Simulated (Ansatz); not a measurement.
**LiZnI3 in Amm2, a phase reached by a soft mode: following an unstable mode**

Wanted: the energy along a soft mode of LiZnI3 in Amm2, a phase reached by a soft mode and the structure at the end.

Main program and level: Ansatz 0.2.0; DFT PBEsol, scalar-relativistic, plane waves, PAW; PAW set soft_1.

The structure was built from a prototype and need not be the compound's stable phase.

### 1. Set-up

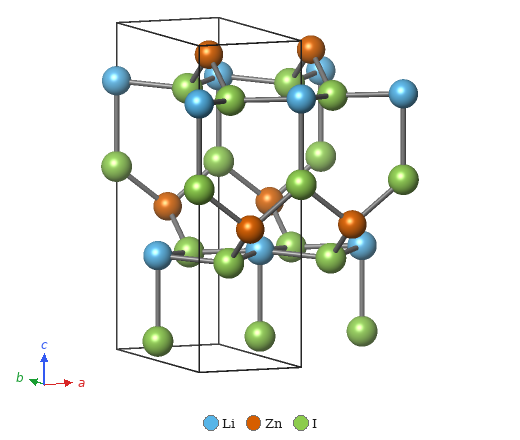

The starting structure, seen slightly off an axis (lithium blue, zinc orange, iodine green). 2×1×1 cells are drawn. This picture shows the conventional cell, with its axes. Some periodic images of atoms are drawn too.

### 2. Modes at Γ

This phase was reached earlier by freezing in an unstable mode of a structure of higher symmetry and relaxing. Its zone-centre modes can show that it is still unstable.

input.yaml reads:

```yaml
crystal:
  lattice:
    - [4.1741905316, 0.0, 0.0]
    - [0.0, 4.0237859317, 6.198798808]
    - [0.0, -4.0237859317, 6.198798808]
  atoms:
    - { symbol: Li, position: [0.0, 0.8220967409, 0.8220967409] }
    - { symbol: Zn, position: [0.5, 0.4298425589, 0.4298425589] }
    - { symbol: I, position: [0.5, 0.5681156947, 0.0480972989] }
    - { symbol: I, position: [0.5, 0.0480972989, 0.5681156947] }
    - { symbol: I, position: [0.0, 0.5594331357, 0.5594331357] }
kpoints:
  mp_grid: { grid: [6, 4, 4] }
hamiltonian:
  xc: pbesol
  pseudopotentials: { kind: paw, azcp: { folder: soft_1 }, xc_functional: pbe }
scf:
  occupations: { method: fixed }
output:
  eigenvalues: true
phonons:
  method: dfpt
  dielectric: true
  rigid_motions: translations
```

Started as:

```sh
$ ansatz run input.yaml --threads 4 --pin off --max-ram 16384MiB --backend cpu --events-out ev --progress --plain --runs-dir out
```

Numbers of over 12 decimals in the logs are rounded to 6 here.

The log of the run:

```text
Engine: ansatz 0.2.0, aarch64-unknown-linux-gnu
Pseudopotentials: kind: paw
Pseudopotential: Li, paw, valence charge 3, recommended cutoff 420 eV (normal), soft_1/Li.paw.azcp
Pseudopotential: Zn, paw, valence charge 12, recommended cutoff 420 eV (normal), soft_1/Zn.paw.azcp
Pseudopotential: I, paw, valence charge 17, recommended cutoff 420 eV (normal), soft_1/I.paw.azcp
Functional definition: PBEsol
  exchange = pbesol_x
  correlation = pbesol_c
Crystal: 5 atoms, lattice volume = 208.231 Å³
Basis set: ecut = 420 eV, 4077 PW (Γ), exchange–correlation on 60×100×100 points (8 copies of the dense FFT grid, shifted against one another)
Bands: 40, of which v1, the nominal top of the filled ones, is band 33 counted from 1 (32 counted from 0)
Symmetry: 4 space group operations
k-points: 52 of 96 (irreducible under 1 space group operation, time reversal used)
Non-local potential: Li, projectors of the file, l = 0: 3, l = 1: 2, l = 2: 1
Non-local potential: Zn, projectors of the file, l = 0: 2, l = 1: 2, l = 2: 3, l = 3: 1
Non-local potential: I, projectors of the file, l = 0: 2, l = 1: 2, l = 2: 2, l = 3: 1
PAW form: soft (Blöchl's): semilocal exchange-correlation on the pseudo side does not see the compensation charge
PAW frozen core: Zn, regenerated for the run's functional, and the local potential with it (the file was generated under x = pbe(κ = 0.804, μ = 0.219515), c = pbe(β = 0.066725))
PAW frozen core: I, regenerated for the run's functional, and the local potential with it (the file was generated under x = pbe(κ = 0.804, μ = 0.219515), c = pbe(β = 0.066725))
PAW one-centre angular grid: Li, 110 points (default); XC on 64 Gauss nodes
PAW one-centre angular grid: Zn, 590 points (default); XC on 64 Gauss nodes
PAW one-centre angular grid: I, 590 points (default); XC on 64 Gauss nodes
Initial density: superposition of atomic densities (chi_scale 0.1, normalization cell, long waves kept (reshape's long-wave potential 0.08 eV rms))
Initial wavefunctions: pseudopotential atomic-orbital guess
Functional: x = pbesol(κ = 0.804, μ = 0.123457), c = pbesol(β = 0.046)
SCF iter   1: F=—  HF=-25786.316228 eV  |F-HF|=—  |Δ(HF+E_count)|=         —  Δρ=5.08e-2  dr2=4.61e0  ethr=3.10e-3  ⟨swp⟩=5.5  Hψ=7973  notcnv=0  defer=234
preconditioner: auto → Resta (q_TF=auto, 2.253 Å⁻¹)  ε∞=2.7  [insulator: Δε(μ)=1.746 eV  Ē_g=11.419 eV  n_scr=36 (ndim 8)  ℏωp=15.0 eV  f_vac=0.252  ε∞_Penn≈2.7]
SCF iter   2: F=—  HF=-25785.015520 eV  |F-HF|=—  |Δ(HF+E_count)|=    1.30e0  Δρ=1.00e-2  dr2=1.95e-1  ethr=3.10e-3  ⟨swp⟩=3.4  Hψ=3672  notcnv=0  defer=230
SCF iter   3: F=—  HF=-25784.881049 eV  |F-HF|=—  |Δ(HF+E_count)|=   1.34e-1  Δρ=6.92e-3  dr2=1.05e-1  ethr=2.95e-4  ⟨swp⟩=3.0  Hψ=2895  notcnv=0  defer=260
SCF iter   4: F=—  HF=-25784.881398 eV  |F-HF|=—  |Δ(HF+E_count)|=   3.49e-4  Δρ=2.65e-3  dr2=1.98e-2  ethr=1.59e-4  ⟨swp⟩=3.0  Hψ=3423  notcnv=0  defer=260
SCF iter   5: F=—  HF=-25784.890440 eV  |F-HF|=—  |Δ(HF+E_count)|=   9.04e-3  Δρ=1.04e-3  dr2=5.19e-3  ethr=3.00e-5  ⟨swp⟩=3.7  Hψ=2929  notcnv=0  defer=260
SCF iter   6: F=—  HF=-25784.891747 eV  |F-HF|=—  |Δ(HF+E_count)|=   1.31e-3  Δρ=3.81e-4  dr2=4.42e-4  ethr=7.86e-6  ⟨swp⟩=3.8  Hψ=2938  notcnv=0  defer=260
SCF iter   7: F=—  HF=-25784.892078 eV  |F-HF|=—  |Δ(HF+E_count)|=   3.31e-4  Δρ=1.58e-4  dr2=8.30e-5  ethr=6.70e-7  ⟨swp⟩=2.3  Hψ=2534  notcnv=0  defer=260
SCF iter   8: F=—  HF=-25784.892173 eV  |F-HF|=—  |Δ(HF+E_count)|=   9.53e-5  Δρ=7.65e-5  dr2=8.10e-6  ethr=1.26e-7  ⟨swp⟩=2.2  Hψ=2794  notcnv=0  defer=260
SCF iter   9: F=—  HF=-25784.892173 eV  |F-HF|=—  |Δ(HF+E_count)|=   2.17e-7  Δρ=2.54e-5  dr2=1.02e-6  ethr=1.23e-8  ⟨swp⟩=2.0  Hψ=3629  notcnv=0  defer=260
SCF iter  10: F=—  HF=-25784.892112 eV  |F-HF|=—  |Δ(HF+E_count)|=   6.08e-5  Δρ=4.28e-6  dr2=5.15e-8  ethr=1.55e-9  ⟨swp⟩=2.0  Hψ=3739  notcnv=0  defer=260
SCF iter  11: F=—  HF=-25784.892112 eV  |F-HF|=—  |Δ(HF+E_count)|=   2.36e-8  Δρ=8.82e-7  dr2=2.27e-9  ethr=7.81e-11  ⟨swp⟩=2.0  Hψ=3620  notcnv=0  defer=260
SCF iter  12: F=—  HF=-25784.892112 eV  |F-HF|=—  |Δ(HF+E_count)|=   2.28e-9  Δρ=7.71e-7  dr2=7.98e-10  ethr=3.43e-12  ⟨swp⟩=2.0  Hψ=3622  notcnv=0  defer=260
SCF iter  13: F=—  HF=-25784.892112 eV  |F-HF|=—  |Δ(HF+E_count)|=  5.68e-10  Δρ=4.07e-7  dr2=1.97e-10  ethr=1.21e-12  ⟨swp⟩=2.0  Hψ=2710  notcnv=0  defer=260
SCF iter  14: F=-25784.892112 eV  HF=-25784.892112 eV  |F-HF|=1.82e-11  |Δ(HF+E_count)|=    0.00e0  Δρ=7.92e-8  dr2=1.16e-11  ethr=1.00e-12  ⟨swp⟩=19.8  Hψ=16119  notcnv=0
SCF 1 converged in 14 iterations: F = -25784.892112 eV  dr2 = 1.16e-11
  greatest PAW one-centre occupation: 0.999 electrons in one spin orbital (limit 2), on the Li atom at site 0 (counted from 0), in its partial waves of l = 0
NSCF: frozen V_eff on 2 k-points
DFPT response loops at Γ: preconditioner auto → none (the input reference at scf.mixing.eps_inf says where Resta's filter doesn't serve); β = 0.50; Broyden in place of MSR1
── the response to a field inside a basis, on 8×6×6 k-points: an SCF that follows is theirs, and a resumed run solves both again ──
Bands: 34, of which v1, the nominal top of the filled ones, is band 33 counted from 1 (32 counted from 0)
k-points: 48 of 288 (time reversal used)
Initial density: handed on by an earlier stage of this run
Initial wavefunctions: pseudopotential atomic-orbital guess (no wavefunctions were taken with the density)
Eigensolver: Dense (48 Hₖ)
SCF iter   1: F=—  HF=-25784.808643 eV  |F-HF|=—  |Δ(HF+E_count)|=         —  Δρ=1.70e-4  dr2=2.63e-5  ethr=1.00e-1
preconditioner: auto → Resta (q_TF=auto, 2.253 Å⁻¹)  ε∞=4.3  [insulator: Δε(μ)=2.556 eV  Ē_g=8.272 eV  n_scr=36 (ndim 8)  ℏωp=15.0 eV  f_vac=0.279  ε∞_Penn≈4.3]
SCF iter   2: F=—  HF=-25784.808665 eV  |F-HF|=—  |Δ(HF+E_count)|=   2.24e-5  Δρ=1.02e-4  dr2=1.19e-5  ethr=3.98e-8
SCF iter   3: F=—  HF=-25784.808676 eV  |F-HF|=—  |Δ(HF+E_count)|=   1.11e-5  Δρ=3.33e-5  dr2=1.53e-6  ethr=1.80e-8
SCF iter   4: F=—  HF=-25784.808676 eV  |F-HF|=—  |Δ(HF+E_count)|=   1.42e-7  Δρ=1.52e-5  dr2=5.00e-7  ethr=2.31e-9
SCF iter   5: F=—  HF=-25784.808676 eV  |F-HF|=—  |Δ(HF+E_count)|=   3.78e-8  Δρ=3.86e-6  dr2=1.11e-7  ethr=7.58e-10
SCF iter   6: F=-25784.808676 eV  HF=-25784.808676 eV  |F-HF|=3.22e-9  |Δ(HF+E_count)|=   5.74e-8  Δρ=1.34e-6  dr2=1.59e-8  ethr=1.68e-10
SCF 1 converged in 6 iterations: F = -25784.808676 eV  dr2 = 1.59e-8
DFPT response loops at Γ: mixed as the last ones told, above
WARN: field response: ε∞ stands inside a basis, on 8×6×6 points; the force constants stand on the 6×4×4 k-mesh, whose period is 11.43 times the interband length at k = (0.0000, 0.0000, 0.0000), direct gap 2.311 eV, under 14: take them and everything formed from them as unconverged, and compare with a denser kpoints.mp_grid
SCF converged after 14 iterations
Free energy (F): -25784.892112 eV
Harris-Foulkes:  -25784.892112 eV  (|F-HF|=1.82e-11)
Internal energy: -25784.892112 eV  (E = F + TS)
E sigma→0 (E₀):  -25784.892112 eV
Fermi energy:    2.013721 eV
--- Per-component energies (eV) ---
  E_band       = -1424.892765
  E_kinetic    = 641.125340
  E_local      = -11381.916895  (includes V_loc(G=0)·N_el)
  E_nonlocal   = 1157.364576
  E_hartree    = 4989.849900
  E_xc         = -406.630069
  E_vxc        = -393.481072  (∫ρ·V_xc dr)
  E_paw        = -15996.793251  (= ΣΔE_a)
  E_vpaw       = -1427.677270  (= ΣTr[D̂ρ^β])
  E_aug_tail   = -0.007439  (compensation charges beyond the density's cutoff)
  E_ewald      = -4789.918038
  E_core_change = 2.033763  (= ΣΔE_core)
  E_smearing   = -0.000000  (= −TS)
  E_closure    = -0.000000  (closes the sum)
  Σ components = -25784.892112   (vs F -25784.892112, Δ=0.00e0)
--- Band table (eV; the first three rows and the last of 52) ---
  k-point 0: bands = [... 29 lower, 1.6998, 1.8169, 1.9015, 2.0106, 4.3215, 6.3728, 6.4421, 7.7301, ... 3 higher]
  k-point 1: bands = [... 29 lower, 1.4072, 1.7303, 1.8314, 1.9943, 4.8787, 6.6904, 6.7924, 7.8656, ... 3 higher]
  k-point 2: bands = [... 29 lower, 0.9310, 1.6263, 1.8238, 1.9853, 5.2883, 7.1167, 7.3733, 7.8637, ... 3 higher]
  k-point 51: bands = [... 29 lower, 1.0101, 1.3230, 1.3672, 2.0137, 4.6259, 6.0138, 7.0628, 7.1569, ... 3 higher]
--- Phonons (Γ-DFPT): 12 representative perturbations + reference, on 52 of 96 k-points (Σ response iterations 45) ---
  k mesh reduced under 1 symmetry operation, with k and −k counted as one. Each operation leaves every solved perturbation unchanged. A smaller set is not considered because the run solves the response to a homogeneous field
  ASR residual: 1.425e-4 → 0.000e0 eV/Å²; symmetrization residual: 2.011e-6 eV/Å²
  ASR residual per site (eV/Å²): 6.19e-6 1.43e-4 1.42e-5 1.42e-5 3.64e-5
  Γ frequencies (cm⁻¹): -15.70 0.00 0.00 0.00 44.79 49.92 51.94 60.76 115.86 127.41 146.94 174.32 190.72 255.83 261.07
  ε∞ (high-frequency dielectric tensor):
        3.721832     0.000000     0.000000
        0.000000     3.733375     0.000000
        0.000000     0.000000     3.403784
  softest optical mode at Γ: -15.70 cm⁻¹; the repairs (sum rule, projections) moved no ω² at Γ by more than (1.33 cm⁻¹)²
  Born effective charges Z* (e; rows j = field, columns β = displacement):
    site 0:
         1.37033    0.00000    0.00000
         0.00000    1.50213    0.00000
         0.00000    0.00000    0.84970
    site 1:
         2.18939    0.00000    0.00000
         0.00000    2.12264    0.00000
         0.00000    0.00000    1.76454
    site 2:
        -0.88390    0.00000   -0.00000
        -0.00000   -1.66256    0.57599
        -0.00000    0.57526   -0.68005
    site 3:
        -0.88390    0.00000    0.00000
         0.00000   -1.66256   -0.57599
        -0.00000   -0.57526   -0.68005
    site 4:
        -1.79192    0.00000    0.00000
         0.00000   -0.29966    0.00000
         0.00000    0.00000   -1.25414
  Z* charge neutrality: 1.745e-2 e pre-enforcement
  solved inside a basis spanned on kpoints, on 8×6×6 k-points, its susceptibility summed on 12×8×8: ε∞ is read to err by 1.3e-2, Z* by 2.7e-2 e (field_mesh: kpoints solves on kpoints); Z* is corrected for what the basis lacks
  optical modes at Γ without the LO–TO term, one row a degenerate level:
      ω (cm⁻¹)  modes    IR ((D/Å)²/amu)
        -15.70      1             0.0044
         44.79      1             0.0364
         49.92      1             0.0000
         51.94      1             0.1519
         60.76      1             0.0616
        115.86      1             2.4564
        127.41      1             0.4382
        146.94      1             1.9244
        174.32      1             4.6343
        190.72      1             1.1170
        255.83      1             6.8409
        261.07      1             5.4423
  optical modes at Γ + LO–TO along q̂ = [1.0000, 0.0000, 0.0000]:
      ω (cm⁻¹)  modes    IR ((D/Å)²/amu)
        -15.70      1             0.0044
         45.50      1             0.0148
         49.92      1             0.0000
         51.94      1             0.1519
         60.76      1             0.0616
        115.86      1             2.4564
        127.41      1             0.4382
        158.78      1             0.8729
        174.32      1             4.6343
        190.72      1             1.1170
[...]
optical modes at Γ + LO–TO along q̂ = [0.0000, 1.0000, 0.0000]:
      ω (cm⁻¹)  modes    IR ((D/Å)²/amu)
[...]
optical modes at Γ + LO–TO along q̂ = [0.0000, 0.0000, 1.0000]:
      ω (cm⁻¹)  modes    IR ((D/Å)²/amu)
        -15.70      1             0.0044
         44.79      1             0.0364
         49.92      1             0.0000
         51.94      1             0.1519
         61.53      1             0.0157
        125.03      1             0.0640
        145.69      1             1.7534
        146.94      1             1.9244
        174.32      1             4.6343
        203.31      1             2.2401
        255.83      1             6.8409
        261.07      1             5.4423
```

The job ended after 4.5 min (4 threads of Arm Neoverse V1, shared host; peak memory 2.2 GiB; 18 min of CPU time).

In the SCF lines HF is the Harris–Foulkes energy and dr2 the Hartree energy of the density residual, in eV; the loop may stop once dr2 is under the threshold and the program's other checks hold. Hψ counts applications of the Hamiltonian.

Numbers from this step:

```
gap on the k-mesh                                       : 2.308 eV
volume per atom                                         : 41.65 Å³
sum-rule residual before enforcement                    : 1.43e-4 eV/Å²
miss of the charge sum rule                             : 0.01745 e
estimated error of the dielectric tensor                : 0.01345
estimated error of the Born charges                     : 0.02725 e
point group                                             : mm2
highest optical mode at the zone centre (no LO-TO term) : 261.1 cm⁻¹
lowest optical zone-centre mode                         : -15.7 cm⁻¹
mean high-frequency dielectric constant                 : 3.620
largest Born charge (third of the trace)                : 2.025 e
top of the zone-centre spectrum with the field          : 295.8 cm⁻¹
```

Patterns of degenerate modes are one choice out of their space. The modes at Γ (shares of kinetic energy by element, %) (negative means imaginary):

| mode | frequency (cm⁻¹) | symmetry | Li % | Zn % | I % |
| --- | --- | --- | --- | --- | --- |
| 1 | -15.7 | B2 | 1 | 0 | 99 |
| 2 | 0.0 | acoustic | 2 | 14 | 84 |
| 3 | 0.0 | acoustic | 2 | 14 | 84 |
| 4 | 0.0 | acoustic | 2 | 14 | 84 |
| 5 | 44.8 | B1 | 2 | 24 | 74 |
| 6 | 49.9 | A2 | 0 | 0 | 100 |
| 7 | 51.9 | B2 | 1 | 16 | 83 |
| 8 | 60.8 | A1 | 2 | 8 | 90 |
| 9 | 115.9 | A1 | 86 | 0 | 13 |
| 10 | 127.4 | A1 | 8 | 5 | 87 |
| 11 | 146.9 | B1 | 0 | 61 | 39 |
| 12 | 174.3 | B2 | 4 | 63 | 33 |
| 13 | 190.7 | A1 | 2 | 73 | 26 |
| 14 | 255.8 | B1 | 96 | 0 | 3 |
| 15 | 261.1 | B2 | 93 | 7 | 1 |

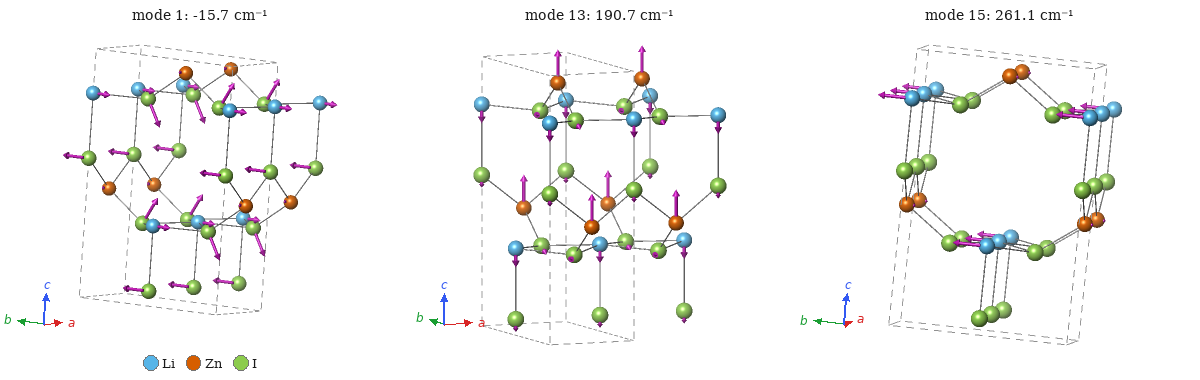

Displacement patterns of modes 1, 13 and 15 at Γ; arrows are exaggerated. 2×1×1 conventional cells are drawn. Some periodic images of atoms are drawn too.

Before it was imposed, the acoustic sum rule was missed by 1.4e-4 eV/Å² and the charge sum rule by 0.017 e. Small misses are needed for a sound result but don't prove that mesh and cutoff are converged. The lowest optical mode is imaginary, 15.7i cm⁻¹, so the energy falls along it.

The log warns of the k mesh: “the force constants stand on the 6×4×4 k-mesh, whose period is 11.43 times the interband length at k = (0.0000, 0.0000, 0.0000), direct gap 2.311 eV, under 14: take them and everything formed from them as unconverged”.

### 3. The mode frozen in, largest atomic shift 0 Å

The mode followed lies at Γ with frequency 15.7i cm⁻¹, the softest among the wavevectors solved. At small amplitude the distorted cell has space group no. 6 by a symmetry search on the positions. The undistorted cell that holds it gives the zero of energy on the same k mesh.

input.yaml: that of step 2 with these lines changed.

```diff
@@ -17,8 +17,6 @@
 scf:
-  occupations: { method: fixed }
+  occupations: { method: gaussian, width: 0.02 }
 output:
+  forces: true
+  stress: true
   eigenvalues: true
-phonons:
-  method: dfpt
-  dielectric: true
-  rigid_motions: translations
```

The log of the run:

```text
[...]
Crystal: 5 atoms, lattice volume = 208.231 Å³
Basis set: ecut = 420 eV, 4077 PW (Γ), exchange–correlation on 60×100×100 points (8 copies of the dense FFT grid, shifted against one another)
Bands: 40, of which v1, the nominal top of the filled ones, is band 33 counted from 1 (32 counted from 0)
Symmetry: 4 space group operations
[...]
k-points: 28 of 96 (time reversal used)
[...]
k-point 0: bands = [... 29 lower, 1.6998, 1.8169, 1.9015, 2.0106, 4.3216, 6.3729, 6.4421, 7.7302, ... 1 higher]
  k-point 1: bands = [... 29 lower, 1.4072, 1.7303, 1.8314, 1.9943, 4.8787, 6.6905, 6.7925, 7.8656, ... 1 higher]
  k-point 2: bands = [... 29 lower, 0.9310, 1.6263, 1.8238, 1.9853, 5.2884, 7.1167, 7.3734, 7.8637, ... 1 higher]
  k-point 27: bands = [... 29 lower, 1.0101, 1.3230, 1.3672, 2.0137, 4.6259, 6.0139, 7.0630, 7.1570, ... 1 higher]
[key lines of the parts left out:]
SCF converged after 10 iterations
Free energy (F): -25784.892112 eV
Fermi energy:    3.167655 eV
P = ⅓ Tr σ = -0.0002 GPa (-0.002 kbar)
```

Elapsed: 6 s, on 4 threads; peak memory 0.56 GiB; 23 s of CPU time.

Numbers from this step:

* pressure: -1.67e-4 GPa
* energy from the undistorted cell: 0 meV/atom

At this level the gap is 2.31 eV on the k-mesh of the self-consistent run, which can miss the band edges.

### 4. The mode frozen in, largest atomic shift 0.32 Å

The atoms are moved along the unstable eigenvector, the largest shift by 0.32 Å, with the cell fixed.

input.yaml, the sections that differ from step 3:

```yaml
crystal:
  lattice:
    - [4.1741905316, 0.0, 0.0]
    - [0.0, 4.0237859317, 6.198798808]
    - [0.0, -4.0237859317, 6.198798808]
  atoms:
    - { symbol: Li, position: [0.0, 0.845037607, 0.7991558749] }
    - { symbol: Zn, position: [0.5, 0.4256437912, 0.4340413266] }
    - { symbol: I, position: [0.5, 0.6103719347, 0.0505224728] }
    - { symbol: I, position: [0.5, 0.045672125, 0.5258594547] }
    - { symbol: I, position: [0.0, 0.5205106729, 0.5983555985] }
# kpoints, hamiltonian, scf, output: as in step 3
```

The log of the run:

```text
[...]
Crystal: 5 atoms, lattice volume = 208.231 Å³
Basis set: ecut = 420 eV, 4077 PW (Γ), exchange–correlation on 60×100×100 points (8 copies of the dense FFT grid, shifted against one another)
Bands: 40, of which v1, the nominal top of the filled ones, is band 33 counted from 1 (32 counted from 0)
Symmetry: 2 space group operations
[...]
k-points: 40 of 96 (time reversal used)
[...]
k-point 0: bands = [... 29 lower, 1.6994, 1.7329, 1.8302, 2.0285, 4.4185, 6.4122, 6.5913, 7.7880, ... 1 higher]
  k-point 1: bands = [... 29 lower, 1.4460, 1.7620, 1.7685, 2.0030, 4.8785, 6.6009, 6.9420, 7.8144, ... 1 higher]
  k-point 2: bands = [... 29 lower, 1.0163, 1.6753, 1.7785, 1.9877, 5.2625, 6.9420, 7.4161, 7.8142, ... 1 higher]
  k-point 39: bands = [... 29 lower, 0.9827, 1.3191, 1.3466, 1.9179, 4.7087, 6.0922, 7.0520, 7.1247, ... 1 higher]
[key lines of the parts left out:]
SCF converged after 10 iterations
Free energy (F): -25784.901163 eV
Fermi energy:    3.223517 eV
P = ⅓ Tr σ = -0.4101 GPa (-4.101 kbar)
```

Run time: 8.4 s. Hardware: 4 threads; peak memory 0.61 GiB; 33 s of CPU time.

This step gave:

```
pressure                         : -0.4101 GPa
gap on the k-mesh                : 2.390 eV
energy from the undistorted cell : -1.81 meV/atom
```

The energy, extrapolated to zero smearing, is -1.81 meV/atom against the undistorted cell.

The run ends at a pressure of -0.41 GPa, with forces up to 0.10 eV/Å.

[end of part 1 of 3]

[Logs are printed without paths, hosts, clocks, repeated set-up lines and the standing remarks that a program may print on its own settings, such as how far it seeks lower states.]

[Hosts, paths, dates, database ids (printed as entryN), source tags and the programs' standing remarks are cut or masked in the printed files.]
